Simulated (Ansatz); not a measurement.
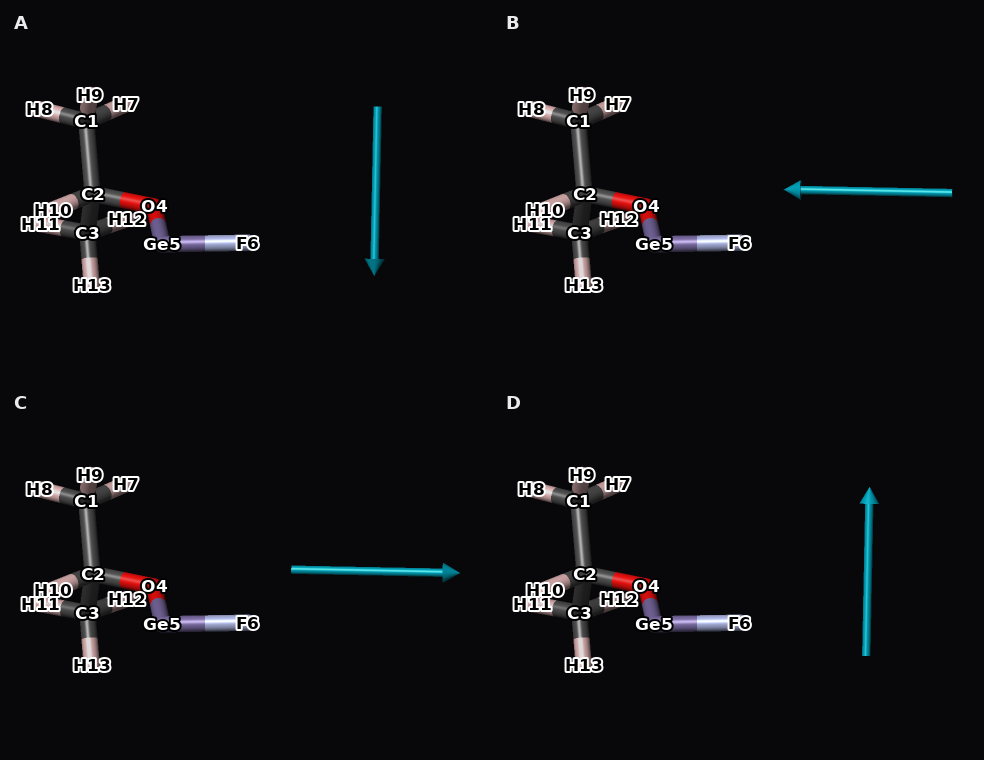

The same molecule four times, each with an arrow. The geometry was computed by an optimisation with PBE-D4/def2-SVP. No frequency run is at hand to confirm it as a minimum. Method: RKS PBE-D4/def2-SVP (Ansatz 0.2.0).

Which arrow points along the dipole moment, from the negative to the positive end?

B. The dipole moment is 2.77 D; it points from the side of F6 to the side of H8, H11 (the outermost atoms at the two ends).
